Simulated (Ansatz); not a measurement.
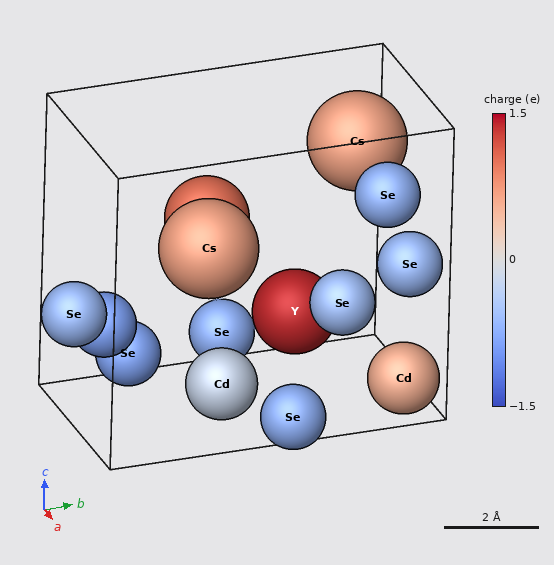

The figure gives a spheres-only picture of the atoms, viewed slightly off an axis. The edges of the simulation cell are marked. The atoms of this CsYCdSe$_{3}$ cell are coloured by their Bader charge.

Electronic-structure method: Ansatz, DFT, PAW plane waves, PBE. Parameters: 420 eV cutoff, a 3×3×3 grid in reciprocal space, Fermi-Dirac smearing of 0.1 eV, no spin polarisation.

Q: Give the charges by element.

A: Most positive: Y; most negative: Se. Charges: about Cs +0.6 e; Y +1.0 to +1.4 e; Cd -0.2 to +0.5 e; Se -0.8 to -0.5 e.

Where the cell comes from: a made-up disordered cell. No relaxation was applied. It was the input of a calculation with Ansatz.

At this level of theory the cell isn't at rest (forces up to 1.1 eV/Å), so its distances can differ from those at equilibrium, the more so the softer the solid.
